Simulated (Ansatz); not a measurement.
Consider TcCl2 (1T sheet).

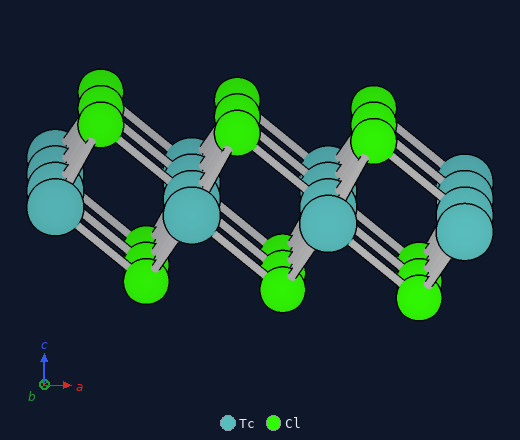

The structure (technetium teal, chlorine green). 3×3×1 cells are drawn. Some periodic images of atoms are drawn too.

The cell holds 3 atoms: 1 Tc and 2 Cl. Its edges and angles: a = 3.234 Å, b = 3.234 Å, c = 30.112 Å, α = 90.0°, β = 90.0°, γ = 120.0°. Vacuum lies along c.

```
Tc Cl
1.0
    -2.28695    0.00000   -2.28695
     0.00000    2.28695    2.28695
    17.38504   17.38504  -17.38504
Tc Cl
1 2
Direct
  0.00000 0.00000 0.31808
  0.33333 0.66667 0.36893
  0.66667 0.33333 0.26723
```

The structure was relaxed with PBEsol. The structure was generated from a model, not taken from a measurement. The runs that relaxed it are not among those shown. The program's search for lower electronic states was switched off, so nothing shows that the state found is the lowest. PAW set soft_2, made with PBE.

A constrained-RPA run (Ansatz 0.2.0; non-magnetic PBEsol; Tc t2g, bands v3 to v1, 6×6×1 mesh, medium accuracy) builds 3 functions on bands 3.4 eV wide, with 5.0 electrons in the window. The bare on-site interaction is 12.2 eV and the bare J 0.45 eV.

**Question.** Estimate U, U′ and J.

On the Tc t2g shell, U = 3.31 eV (27 % of the bare value), U′ = 2.65 eV, J = 0.31 eV.

The parent state is non-magnetic and the interaction static (zero frequency); U depends on the window and the orbitals, so it belongs to this model alone.

[Paths, hosts, dates, memory and timing lines, banners, echoed tables and standing remarks are left out of the program output.]

[Logs are printed without paths, hosts, clocks, repeated set-up lines and the standing remarks that a program may print on its own settings, such as how far it seeks lower states.]

[Runs of the session that timed out or met a known fault of the program may be left out.]

[Hosts, paths, dates, database ids (printed as entryN), source tags and the programs' standing remarks are cut or masked in the printed files.]
